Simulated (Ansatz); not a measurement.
# In2O3 (R-3c): given cell or relaxed cell?

How far does the choice of cell move the gap? The case is In2O3 (R-3c).

Main program and level: Ansatz 0.2.0; LDA, HSE06 and G0W0, plane waves, PAW.

**Experimental background.**

- Gap 3.08 eV: optical gap from linear extrapolation of the absorption edge; UV-visible absorption, Tauc-type extrapolation; powder (hydrothermally grown microspheres, annealed at 400 C) (“Fabrication and performance enhancement of an In2O3/BiVO4 heterojunction for N-butanol gas sensing applications”, 2024, pmc:11650617).

## (1) Set-up

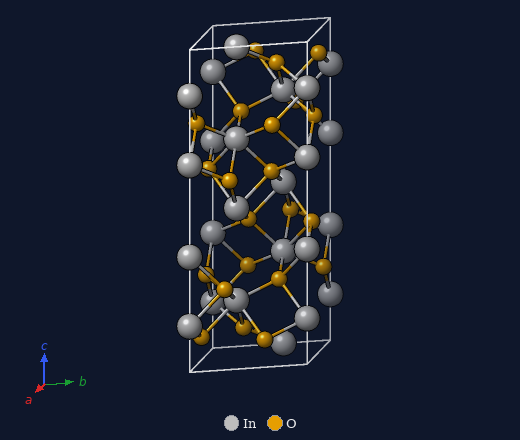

The starting structure, seen slightly off an axis (indium light grey, oxygen orange). This picture shows the conventional cell, with its axes. Some periodic images of atoms are drawn too.

The cell and positions come from the Crystallography Open Database and are kept as given unless a step says otherwise. This is not the form that In2O3 usually takes at ambient conditions. The default PAW set here is soft_2. Its files were made with PBE.

## (2) LDA bands at the given cell

Levels along a band path, at the cheap level, show where the edges lie and whether the meshes to come will hold them.

This step: DFT, LDA, plane waves, PAW.

The input, input.yaml:

```yaml
crystal:
  lattice:
    - [2.7435, 1.5839604635, 4.8366666667]
    - [-2.7435, 1.5839604635, 4.8366666667]
    - [0.0, -3.167920927, 4.8366666667]
  atoms:
    - { symbol: In, position: [0.35731, 0.35731, 0.35731] }
    - { symbol: In, position: [0.14269, 0.14269, 0.14269] }
    - { symbol: In, position: [0.64269, 0.64269, 0.64269] }
    - { symbol: In, position: [0.85731, 0.85731, 0.85731] }
    - { symbol: O, position: [0.548, 0.952, 0.25] }
    - { symbol: O, position: [0.25, 0.548, 0.952] }
    - { symbol: O, position: [0.952, 0.25, 0.548] }
    - { symbol: O, position: [0.452, 0.048, 0.75] }
    - { symbol: O, position: [0.75, 0.452, 0.048] }
    - { symbol: O, position: [0.048, 0.75, 0.452] }
kpoints:
  mp_grid: { grid: [6, 6, 6] }
  band_path:
    path:
      - [[0.0, 0.0, 0.0], [0.5, 0.5, 0.5], [0.76183349, 0.23816651, 0.5]]
      - [[0.5, -0.23816651, 0.23816651], [0.5, 0.0, 0.0], [0.0, 0.0, 0.0], [0.36908326, -0.36908326, 0.0]]
      - [[0.63091674, 0.0, 0.36908326], [0.5, 0.0, 0.5], [0.0, 0.0, 0.0]]
    npoints: 10
hamiltonian:
  xc: lda
scf:
  occupations: { method: fermi_dirac, width: 0.02 }
  n_extra_bands: 7
output:
  eigenvalues: true
  write_density: true
  write_potential: true
  elf: true
  volumetric_format: npy
```

Launch:

```
$ ansatz run input.yaml --threads 8 --pin off --max-ram 55296MiB --backend cuda --events-out ev --progress --plain --runs-dir out --devices 1 --max-vram 24GiB  # rebuilt from the run's record
```

Numbers of over 12 decimals in the logs are rounded to 6 here.

What it wrote:

```text
scf.n_extra_bands = 7 over 44 filled bands (N_el = 88.0): the run solves 51 bands
GPUs: using 1 of 1 available (devices: 1).
Engine: ansatz 0.2.0, x86_64-unknown-linux-gnu
Pseudopotentials: kind: paw
Pseudopotential: In, paw, valence charge 13, recommended cutoff 420 eV (normal), In.paw.azcp
Pseudopotential: O, paw, valence charge 6, recommended cutoff 420 eV (normal), O.paw.azcp
Functional definition: SPW92
  exchange = slater_x
  correlation = pw_c
device memory: the entry about to start is reckoned to put 2.9 GiB on a device that reports 78.6 GiB free (of which the cap on the GPU budget leaves the run 24.0 GiB)
GPU FFT provider: cuFFT
GPU libraries: cuBLAS 13.8.2, cuFFT 12.4.0, cuSOLVER 12.3.4
Crystal: 10 atoms, lattice volume = 126.109 Å³
Basis set: ecut = 420 eV, 2453 PW (Γ)
Bands: 51, of which v1, the nominal top of the filled ones, is band 44 counted from 1 (43 counted from 0)
Symmetry: 12 space group operations
Space group: R-3c (ITA 167), of the structure as read, at distance tolerance 5.0e-5 Å
k-points: 32 of 216
Non-local potential: In, projectors of the file, l = 0: 2, l = 1: 2, l = 2: 2, l = 3: 2
Non-local potential: O, projectors of the file, l = 0: 2, l = 1: 2, l = 2: 1
PAW form: soft (Blöchl's): semilocal exchange-correlation on the pseudo side does not see the compensation charge
PAW frozen core: In, regenerated for the run's functional, and the local potential with it (the file was generated under x = pbe(κ = 0.804, μ = 0.219515), c = pbe(β = 0.066725))
PAW frozen core: O, regenerated for the run's functional, and the local potential with it (the file was generated under x = pbe(κ = 0.804, μ = 0.219515), c = pbe(β = 0.066725))
PAW one-centre angular grid: In, 590 points (default); XC on 64 Gauss nodes
PAW one-centre angular grid: O, 110 points (default); XC on 64 Gauss nodes
Initial density: superposition of atomic densities (neutral atoms: chi_scale 0, normalization atom), corrected by the library's trained network
Initial wavefunctions: pseudopotential atomic-orbital guess
GPU buffer pool allocated for 64000 grid points (all kernels)
GPU transforms: local potential and band sums: pruned to the plane-wave sphere, on 40×40×40
Functional: x = slater, c = lda
SCF iter   1: F=—  HF=-25161.461369 eV  |F-HF|=—  |Δ(HF+E_count)|=         —  Δρ=1.99e-2  dr2=4.22e-1  ethr=1.77e-3  ⟨swp⟩=7.3  Hψ=6122  notcnv=0
preconditioner: auto → Resta (q_TF=auto, 2.569 Å⁻¹)  ε∞=5.2  [insulator: Δε(μ)=0.990 eV  Ē_g=15.058 eV  σ=0.020 eV  W_gap=1.00  n_scr=32 (ndim 8)  ℏωp=31.0 eV  f_vac=0.019  D(μ)=0.00/eV (n_scr^D=0)  ε∞_Penn≈5.2]
SCF iter   2: F=—  HF=-25161.344524 eV  |F-HF|=—  |Δ(HF+E_count)|=   1.17e-1  Δρ=5.36e-3  dr2=1.60e-2  ethr=4.79e-4  ⟨swp⟩=2.1  Hψ=2552  notcnv=0  defer=32
SCF iter   3: F=—  HF=-25161.339113 eV  |F-HF|=—  |Δ(HF+E_count)|=   5.41e-3  Δρ=2.18e-3  dr2=3.83e-3  ethr=1.82e-5  ⟨swp⟩=2.3  Hψ=3010  notcnv=0  defer=32
SCF iter   4: F=—  HF=-25161.337995 eV  |F-HF|=—  |Δ(HF+E_count)|=   1.12e-3  Δρ=4.53e-4  dr2=1.88e-4  ethr=4.35e-6  ⟨swp⟩=2.1  Hψ=2890  notcnv=0  defer=32
SCF iter   5: F=—  HF=-25161.337668 eV  |F-HF|=—  |Δ(HF+E_count)|=   3.27e-4  Δρ=8.08e-5  dr2=8.23e-6  ethr=2.13e-7  ⟨swp⟩=1.9  Hψ=2418  notcnv=0  defer=32
SCF iter   6: F=—  HF=-25161.337886 eV  |F-HF|=—  |Δ(HF+E_count)|=   2.18e-4  Δρ=1.86e-5  dr2=4.85e-7  ethr=9.35e-9  ⟨swp⟩=2.8  Hψ=2986  notcnv=0  defer=32
SCF iter   7: F=-25161.337886 eV  HF=-25161.337886 eV  |F-HF|=8.45e-9  |Δ(HF+E_count)|=   4.13e-8  Δρ=3.82e-6  dr2=2.02e-8  ethr=1.14e-10  ⟨swp⟩=9.6  Hψ=4937  notcnv=0
SCF 1 converged in 7 iterations: F = -25161.337886 eV  dr2 = 2.02e-8
[...]
device memory: the entry about to start is reckoned to put 6.6 GiB on a device that reports 78.6 GiB free (of which the cap on the GPU budget leaves the run 24.0 GiB)
NSCF: frozen V_eff on 73 k-points, pencils in batches of 32, up to order 228
SCF converged after 7 iterations
Free energy (F): -25161.337886 eV
Harris-Foulkes:  -25161.337886 eV  (|F-HF|=8.45e-9)
Internal energy: -25161.337886 eV  (E = F + TS)
E sigma→0 (E₀):  -25161.337886 eV
Fermi energy:    9.206286 eV
--- Per-component energies (eV) ---
  E_band       = 10.452158
  E_kinetic    = 2029.144242
  E_local      = -5865.967648  (includes V_loc(G=0)·N_el)
  E_nonlocal   = 1796.941369
  E_hartree    = 2238.385967
  E_xc         = -1282.306273
  E_vxc        = -956.611167  (∫ρ·V_xc dr)
  E_paw        = -16968.160639  (= ΣΔE_a)
  E_vpaw       = -1469.836880  (= ΣTr[D̂ρ^β])
  E_aug_tail   = 0.014790  (compensation charges beyond the density's cutoff)
  E_ewald      = -7111.109369
  E_core_change = 1.719675  (= ΣΔE_core)
  E_smearing   = -0.000000  (= −TS)
  E_closure    = -0.000000  (closes the sum)
  Σ components = -25161.337886   (vs F -25161.337886, Δ=0.00e0)
--- Band table (eV; the first three rows and the last of 32) ---
  k-point 0: bands = [... 40 lower, 8.3111, 8.3111, 8.5426, 8.5426, 9.7668, 13.9975, 14.6635, 15.7473, ... 3 higher]
  k-point 1: bands = [... 40 lower, 8.3161, 8.3810, 8.3840, 8.5328, 10.6584, 14.3118, 14.5266, 15.4689, ... 3 higher]
  k-point 2: bands = [... 40 lower, 7.9626, 8.0462, 8.4486, 8.5894, 12.0789, 14.3026, 14.4762, 14.7629, ... 3 higher]
  k-point 31: bands = [... 40 lower, 8.3939, 8.3939, 8.3939, 8.3939, 12.8987, 12.8987, 15.5981, 15.5981, ... 3 higher]
```

Elapsed: 2 s, on 1 × NVIDIA H100 80GB HBM3 with 8 threads of AMD EPYC 7R13 (Zen 3), shared host; peak memory 0.98 GiB.

This step gave:

* filled bands: 44
* gap: 1.176 eV
* valence top at: k = (0.300, 0.000, 0.000)
* conduction bottom at: Γ
* least direct gap: 1.224 eV

The gap is indirect, with the least direct gap 0.05 eV higher.

## (3) The relaxed cell

Cell and ions were relaxed with LDA; that run is not shown. It left this cell:

The structure is trigonal, space group R-3c (No. 167). The conventional cell has a = 5.462 Å, b = 5.462 Å, c = 14.372 Å, α = 90.00°, β = 90.00°, γ = 120.00°. Nearest to In lie 6 O at 2.11 to 2.24 Å. Nearest to O lie 4 In at 2.11 to 2.24 Å. Farther neighbours and most contacts between anions are not listed.

## (4) LDA at the relaxed cell

The cell differs from the one that the last finished run ended in (a 5.782 → 5.735 Å, b 5.782 → 5.735 Å, c 5.782 → 5.735 Å, α 56.7 → 56.9°, β 56.7 → 56.9°, γ 56.7 → 56.9°).

input.yaml, the sections that differ from step 2:

```yaml
crystal:
  lattice:
    - [2.7308911344, 1.5766807316, 4.7907172002]
    - [-2.7308911344, 1.5766807316, 4.7907172002]
    - [0.0, -3.1533614632, 4.7907172002]
  atoms:
    - { symbol: In, position: [0.3576777492, 0.3576777492, 0.3576777492] }
    - { symbol: In, position: [0.1423222508, 0.1423222508, 0.1423222508] }
    - { symbol: In, position: [0.6423222508, 0.6423222508, 0.6423222508] }
    - { symbol: In, position: [0.8576777492, 0.8576777492, 0.8576777492] }
    - { symbol: O, position: [0.5455329468, 0.9544670532, 0.25] }
    - { symbol: O, position: [0.25, 0.5455329468, 0.9544670532] }
    - { symbol: O, position: [0.9544670532, 0.25, 0.5455329468] }
    - { symbol: O, position: [0.4544670532, 0.0455329468, 0.75] }
    - { symbol: O, position: [0.75, 0.4544670532, 0.0455329468] }
    - { symbol: O, position: [0.0455329468, 0.75, 0.4544670532] }
output:
  eigenvalues: true
# kpoints, hamiltonian, scf: as in step 2
```

What it wrote:

```text
[...]
GPUs: using 1 of 1 available (devices: 1).
[...]
GPU FFT provider: cuFFT
GPU libraries: cuBLAS 13.8.2, cuFFT 12.4.0, cuSOLVER 12.3.4
Crystal: 10 atoms, lattice volume = 123.766 Å³
Basis set: ecut = 420 eV, 2417 PW (Γ)
Bands: 51, of which v1, the nominal top of the filled ones, is band 44 counted from 1 (43 counted from 0)
[... 1 set-up line as in the run before ...]
[...]
k-points: 32 of 216
[...]
--- Band table (eV; the first three rows and the last of 32) ---
  k-point 0: bands = [... 40 lower, 8.6104, 8.6104, 8.8612, 8.8612, 10.1809, 14.2988, 15.1240, 16.0729, ... 3 higher]
  k-point 1: bands = [... 40 lower, 8.6284, 8.6754, 8.6955, 8.8304, 11.0587, 14.6277, 14.9884, 15.7971, ... 3 higher]
  k-point 2: bands = [... 40 lower, 8.2518, 8.3466, 8.7467, 8.8914, 12.4851, 14.7550, 14.8882, 15.1155, ... 3 higher]
  k-point 31: bands = [... 40 lower, 8.6925, 8.6925, 8.6925, 8.6925, 13.3001, 13.3001, 16.0683, 16.0683, ... 3 higher]
[key lines of the parts left out:]
SCF converged after 7 iterations
Free energy (F): -25161.368516 eV
Fermi energy:    9.564602 eV
```

Run time: 2.1 s. Hardware: 1 × NVIDIA H100 80GB HBM3 with 8 threads; peak memory 0.95 GiB.

This step gave:

```yaml
gap: 1.289 eV
valence_top_at: k = (0.300, 0.000, 0.000)
conduction_bottom_at: Γ
least_direct_gap: 1.320 eV
```

The gap is indirect, with the least direct gap 0.03 eV higher.

## (5) HSE06 at the relaxed cell

HSE06 mixes in a quarter of exact exchange at short range. Exchange couples all pairs of k points, which makes a full band path dear, so levels are read on the mesh and at chosen points.

This step: DFT, HSE06, plane waves, PAW.

input.yaml, as its differences from that of step 4:

```diff
@@ -17,13 +17,19 @@
 kpoints:
-  mp_grid: { grid: [6, 6, 6] }
+  mp_grid: { grid: [4, 4, 4] }
   band_path:
     path:
-      - [[0.0, 0.0, 0.0], [0.5, 0.5, 0.5], [0.76183349, 0.23816651, 0.5]]
-      - [[0.5, -0.23816651, 0.23816651], [0.5, 0.0, 0.0], [0.0, 0.0, 0.0], [0.36908326, -0.36908326, 0.0]]
-      - [[0.63091674, 0.0, 0.36908326], [0.5, 0.0, 0.5], [0.0, 0.0, 0.0]]
-    npoints: 10
+      - [0.0, 0.0, 0.0]
+      - [0.5, 0.5, 0.5]
+      - [0.76183349, 0.23816651, 0.5]
+      - [0.5, -0.23816651, 0.23816651]
+      - [0.5, 0.0, 0.0]
+      - [0.36908326, -0.36908326, 0.0]
+      - [0.63091674, 0.0, 0.36908326]
+      - [0.5, 0.0, 0.5]
+      - [0.3, 0.0, 0.0]
+    npoints: 1
 hamiltonian:
-  xc: lda
+  xc: hse06
 scf:
-  occupations: { method: fermi_dirac, width: 0.02 }
+  occupations: { method: fixed }
   n_extra_bands: 7
@@ -31 +37,5 @@
   eigenvalues: true
+  write_density: true
+  write_potential: true
+  elf: true
+  volumetric_format: npy
```

What it wrote:

```text
[...]
GPUs: using 1 of 1 available (devices: 1).
[...]
davidson cushion auto → on  (no smearing: the cushion is to keep the highest requested band from converging to the state above it; pin scf.eigensolver.cushion to override)
concurrent solve slots: 7 of 8 are kept, ahead of what memory takes: no pass of the eigensolver takes more rounds on 7
[...]
GPU FFT provider: cuFFT
GPU libraries: cuBLAS 13.8.2, cuFFT 12.4.0, cuSOLVER 12.3.4
[...]
Fermi energy:    8.152030 eV
[...]
--- Band table (eV; the first three rows and the last of 13) ---
  k-point 0: bands = [... 40 lower, 7.8669, 7.8669, 8.1520, 8.1520, 11.0861, 15.4681, 16.5218, 17.4344, ... 3 higher]
  k-point 1: bands = [... 40 lower, 7.7198, 7.7762, 7.9463, 8.1213, 12.6240, 16.1181, 16.2011, 16.7788, ... 3 higher]
  k-point 2: bands = [... 40 lower, 7.4300, 7.4300, 8.0666, 8.0666, 14.9595, 14.9595, 16.0132, 16.0132, ... 3 higher]
  k-point 12: bands = [... 40 lower, 7.9525, 7.9525, 7.9525, 7.9525, 14.3175, 14.3175, 17.5629, 17.5629, ... 3 higher]
[key lines of the parts left out:]
Free energy (F): -25810.961365 eV
```

Run time: 12 s. Hardware: 1 × NVIDIA H100 80GB HBM3 with 8 threads; peak memory 1.5 GiB.

Numbers from this step:

- gap: 2.934 eV
- valence top at: Γ
- conduction bottom at: Γ
- least direct gap: 2.934 eV

The gap stands +1.65 eV against LDA, and the valence top moves to Γ.

## (6) G0W0 at the relaxed cell

Now the one-shot GW correction: screening in the RPA, then the self-energy of the levels asked for.

This step: G0W0 on LDA, plane waves, PAW.

input.yaml, as its differences from that of step 5:

```diff
@@ -18,24 +18,11 @@
   mp_grid: { grid: [4, 4, 4] }
-  band_path:
-    path:
-      - [0.0, 0.0, 0.0]
-      - [0.5, 0.5, 0.5]
-      - [0.76183349, 0.23816651, 0.5]
-      - [0.5, -0.23816651, 0.23816651]
-      - [0.5, 0.0, 0.0]
-      - [0.36908326, -0.36908326, 0.0]
-      - [0.63091674, 0.0, 0.36908326]
-      - [0.5, 0.0, 0.5]
-      - [0.3, 0.0, 0.0]
-    npoints: 1
 hamiltonian:
-  xc: hse06
+  xc: lda
 scf:
   occupations: { method: fixed }
-  n_extra_bands: 7
-output:
-  eigenvalues: true
-  write_density: true
-  write_potential: true
-  elf: true
-  volumetric_format: npy
+gw:
+  n_empty_bands: 315
+  ecut_chi: 108
+  qp_bands: [v3, c3]
+  qp_kpoints: band_edges
+  screening: { model: contour_deformation }
```

What it wrote:

```text
GPUs: using 1 of 1 available (devices: 1).
[...]
GPU FFT provider: cuFFT
GPU libraries: cuBLAS 13.8.2, cuFFT 12.4.0, cuSOLVER 12.3.4
Crystal: 10 atoms, lattice volume = 123.766 Å³
Basis set: ecut = 420 eV, 2417 PW (Γ)
Bands: 54, of which v1, the nominal top of the filled ones, is band 44 counted from 1 (43 counted from 0)
[... 1 set-up line as in the run before ...]
[...]
k-points: 13 of 64
[...]
6    47     15.3371   -11.6850    -4.5862   -17.5753  0.7859    16.7115    16.6411  root ?
[...]
12    44      8.6931   -27.0125     4.6046   -22.0342  0.7437     8.3166     8.3194  root
    12    45     13.3004   -13.2958    -3.6562   -18.0709  0.7929    14.4502    14.4192  root
    12    46     13.3004   -13.2958    -3.6562   -18.0709  0.7929    14.4502    14.4192  root
    12    47     16.0685   -13.4632    -4.9682   -20.0031  0.7718    17.7054    17.6403  root
[key lines of the parts left out:]
SCF converged after 7 iterations
Free energy (F): -25161.366257 eV
Fermi energy:    8.882590 eV
```

Wall time 10 s (1 × NVIDIA H100 80GB HBM3 with 8 threads); peak memory 1.7 GiB.

This step gave:

```yaml
bands_summed: 359
rpa_eps_infinity_on_this_mesh_eigenvalues: 4.984, 5.211, 5.211
plane_waves_in_the_screening_matrix: 321
g0w0_gap_on_the_mesh: 2.515 eV
k_of_the_valence_top: 0, 0, 0.25
k_of_the_conduction_bottom: 0, 0, 0
starting_gap_on_the_mesh: 1.298 eV
least_direct_g0w0_gap_on_the_computed_points: 2.522 eV
```

The gap on the mesh goes from 1.30 eV to 2.51 eV, a correction of +1.22 eV. Between the two edge states, bare exchange in place of the xc potential would open the gap by 9.24 eV, and correlation takes back 8.02 eV.

## (7) G0W0 at the given cell

The input, input.yaml:

```yaml
crystal:
  lattice:
    - [2.7435, 1.5839604635, 4.8366666667]
    - [-2.7435, 1.5839604635, 4.8366666667]
    - [0.0, -3.167920927, 4.8366666667]
  atoms:
    - { symbol: In, position: [0.35731, 0.35731, 0.35731] }
    - { symbol: In, position: [0.14269, 0.14269, 0.14269] }
    - { symbol: In, position: [0.64269, 0.64269, 0.64269] }
    - { symbol: In, position: [0.85731, 0.85731, 0.85731] }
    - { symbol: O, position: [0.548, 0.952, 0.25] }
    - { symbol: O, position: [0.25, 0.548, 0.952] }
    - { symbol: O, position: [0.952, 0.25, 0.548] }
    - { symbol: O, position: [0.452, 0.048, 0.75] }
    - { symbol: O, position: [0.75, 0.452, 0.048] }
    - { symbol: O, position: [0.048, 0.75, 0.452] }
kpoints:
  mp_grid: { grid: [4, 4, 4] }
hamiltonian:
  xc: lda
scf:
  occupations: { method: fixed }
gw:
  n_empty_bands: 321
  ecut_chi: 108
  qp_bands: [v3, c3]
  qp_kpoints: band_edges
  screening: { model: contour_deformation }
```

What it wrote:

```text
GPUs: using 1 of 1 available (devices: 1).
[...]
GPU FFT provider: cuFFT
GPU libraries: cuBLAS 13.8.2, cuFFT 12.4.0, cuSOLVER 12.3.4
Crystal: 10 atoms, lattice volume = 126.109 Å³
Basis set: ecut = 420 eV, 2453 PW (Γ)
Bands: 54, of which v1, the nominal top of the filled ones, is band 44 counted from 1 (43 counted from 0)
[... 1 set-up line as in the run before ...]
[...]
k-points: 13 of 64
[...]
6    45     13.6761   -13.9710    -4.0647   -19.2461  0.7828    14.9571    14.8864  root ?
[...]
12    44      8.3946   -26.8800     4.6197   -21.9071  0.7380     8.0386     8.0414  root
    12    45     12.8990   -13.4434    -3.6379   -18.1731  0.7877    14.0300    13.9908  root
    12    46     12.8990   -13.4434    -3.6379   -18.1731  0.7877    14.0300    13.9908  root
    12    47     15.5984   -13.3819    -4.9587   -19.8692  0.7684    17.1945    17.1269  root
[key lines of the parts left out:]
SCF converged after 7 iterations
Free energy (F): -25161.335771 eV
Fermi energy:    8.582943 eV
```

Run time: 11 s. Hardware: 1 × NVIDIA H100 80GB HBM3 with 8 threads; peak memory 1.7 GiB.

This step gave:

```
bands summed                                 : 365
RPA ε∞ on this mesh (eigenvalues)            : 5.216, 5.361, 5.361
plane waves in the screening matrix          : 327
G0W0 gap on the mesh                         : 2.356 eV
k of the valence top                         : 0, 0, 0.25
k of the conduction bottom                   : 0, 0, 0
starting gap on the mesh                     : 1.184 eV
least direct G0W0 gap on the computed points : 2.381 eV
```

The gap on the mesh goes from 1.18 eV to 2.36 eV, a correction of +1.17 eV. Between the two edge states, bare exchange in place of the xc potential would open the gap by 9.18 eV, and correlation takes back 8.01 eV.

## (8) Together

G0W0 rows are gaps on the mesh, lowered by the amount that the mesh misses the start's edges, a rough step that assumes the same correction there.

| level | given cell (eV) | relaxed cell (eV) | change (eV) |
| --- | --- | --- | --- |
| LDA | 1.18 | 1.29 | +0.11 |
| HSE06 | - | 2.93 | - |
| G0W0@LDA | 2.35 | 2.50 | +0.16 |

## (9) What came out

| Item | Value |
| --- | --- |
| volume change | −1.9 % |
| LDA, given cell | 1.18 eV |
| LDA, relaxed cell | 1.29 eV |
| HSE06, relaxed cell | 2.93 eV |
| G0W0@LDA, relaxed cell | 2.50 eV |
| G0W0@LDA, given cell | 2.35 eV |
| known limits | not at the basis limit; no spin-orbit coupling |

What this shows: Relaxation changes the volume by −1.9 % and the gap by +0.11 eV (LDA) and +0.16 eV (G0W0@LDA). Against experiment, by G0W0@LDA at the given cell: the gap of 2.35 eV lies −0.73 eV from the measured 3.08 eV (optical, 2024). An exciton line or allowed optical edge lies below the quasiparticle gap by the binding energy; a forbidden edge can push the onset above it. The calculation has static nuclei and no excitons; a measured gap holds zero-point and thermal motion, which mostly lowers it. Against the values above the computed gap that would widen the miss. An edge that is forbidden or weak in absorption could explain it, and so could too strong a screening: the start's gap is only 1.18 eV, and one shot does not repair that. Bands and cutoff are finite, so the gap is not at the basis limit. The miss can reach some tenths of an eV and take either sign; the mesh is an error of its own. The many-body steps are scalar-relativistic: spin-orbit coupling is not in them.

[Paths, hosts, dates, memory and timing lines, banners, echoed tables and standing remarks are left out of the program output.]

[Logs are printed without paths, hosts, clocks, repeated set-up lines and the standing remarks that a program may print on its own settings, such as how far it seeks lower states.]

[Runs of the session that timed out or met a known fault of the program may be left out.]

[Cells called generated may have been cut or substituted from an entry of the Crystallography Open Database or the Materials Project.]

[Hosts, paths, dates, database ids (printed as entryN), source tags and the programs' standing remarks are cut or masked in the printed files.]
